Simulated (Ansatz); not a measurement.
## Electronic structure of BH₆Si₂ (SMILES [SiH2]=[BH-][SiH3]) (charge −1) in real space

The calculation's input:

```
crystal:
  periodic: [false, false, false]
  atoms:
    - {symbol: B, position_ang: [-0.312679, 1.266316, 1.150965]}
    - {symbol: Si, position_ang: [-1.100292, -0.410186, 1.059086]}
    - {symbol: Si, position_ang: [-0.067712, 2.217717, -0.568533]}
    - {symbol: H, position_ang: [-1.407969, -1.354647, 2.197746]}
    - {symbol: H, position_ang: [-1.558287, -1.086579, -0.205867]}
    - {symbol: H, position_ang: [0.037685, 1.763825, 2.203473]}
    - {symbol: H, position_ang: [-0.557836, 1.461964, -1.781956]}
    - {symbol: H, position_ang: [-0.756279, 3.567447, -0.700644]}
    - {symbol: H, position_ang: [1.359922, 2.585343, -0.942820]}
basis:
  gaussian:
    orbitals: def2-TZVPD
hamiltonian:
  xc: {name: PBE0}
output: {forces: true, orbitals: {seedname: orbitals}}
total_charge: -1
```

Launched as:

```sh
ansatz run input.yaml --threads 2 --pin off --max-ram 4350MiB --events-out events.jsonl --progress --plain --runs-dir runs
```

Geometry: PBE0-D3(BJ)/def2-SVPD.

These are results of isolated molecule in a Gaussian basis; Kohn-Sham density functional theory, functional PBE0 (Ansatz), not measurements.

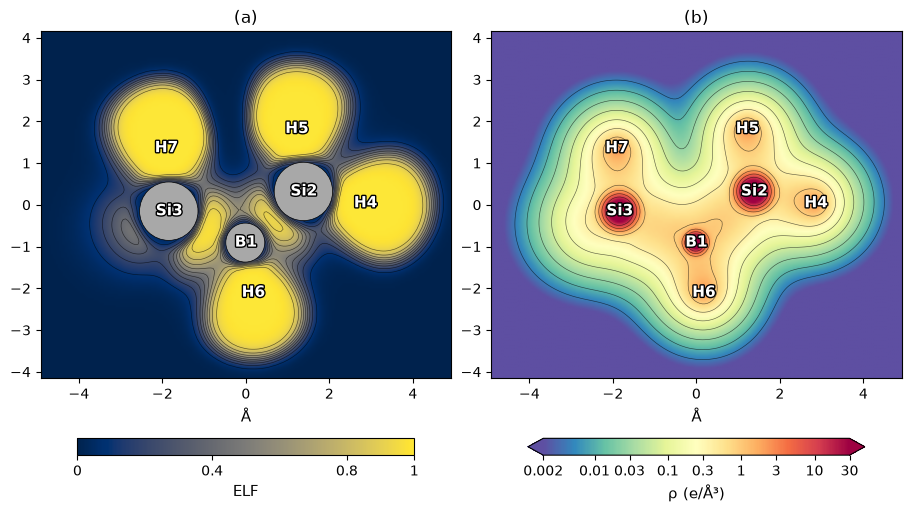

Figure 1. (a) electron localisation function; (b) electron density on the plane of atoms Si2, B1 and Si3. Grey discs cover the atomic cores in the ELF map.

Describe what can be read from this map.

Answer. Atoms in the plane: B, Si and H.
Si–B (1.85 Å): ρ at the midpoint is about 0.88 e/Å³; the ELF peaks at about 0.90 between the atoms (localised, covalent bonding).
B–H (1.22 Å): ρ at the midpoint is about 1.1 e/Å³; the ELF climbs to about 1 towards the hydrogen, as it does in any bond to H; a covalent bond by its length.
Si–B (1.98 Å): ρ at the midpoint is about 0.79 e/Å³; the ELF peaks at about 0.95 between the atoms, as expected for a shared electron pair.
Si–H (1.51 Å): ρ at the midpoint is about 0.75 e/Å³; the ELF climbs to about 1 towards the hydrogen.

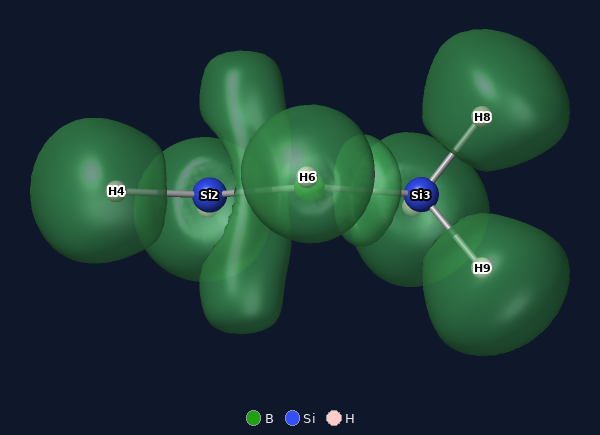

Figure 2. Isosurface of the ELF at 0.8 (green), seen from one side. Core shells and regions of very low density are left out.

Identify the bonds, lone pairs and shells in this picture.

Answer. The surface consists of two regions between bonded B–Si atoms (shared pairs) and six regions around hydrogen nuclei.

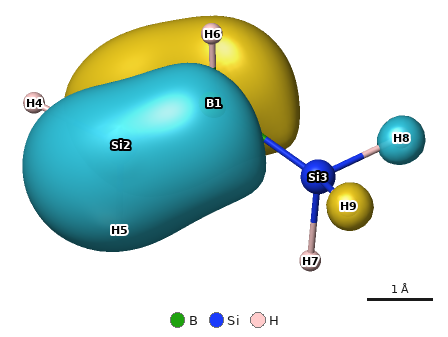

Figure 3. The HOMO at ±0.1 Å⁻³ᐟ² (yellow and cyan are the two phases), seen at a tilt.

Describe this orbital and give its energy.

Answer. Its weight (Hirshfeld) is mainly on Si2 (about 55 %) and B1 (about 30 %); π-bonding across Si2–B1. Its energy is −0.56 eV.

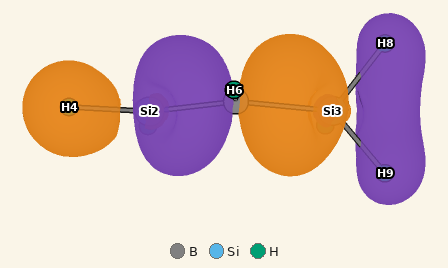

Figure 4. The HOMO−1 at ±0.1 Å⁻³ᐟ² (orange and purple are the two phases), seen from one side.

What is the character of this orbital?

Answer. It lies mainly on B1 (about 30 %), Si3 (about 25 %), Si2 (about 20 %) and H4 (about 10 %). Its energy is −2.91 eV.
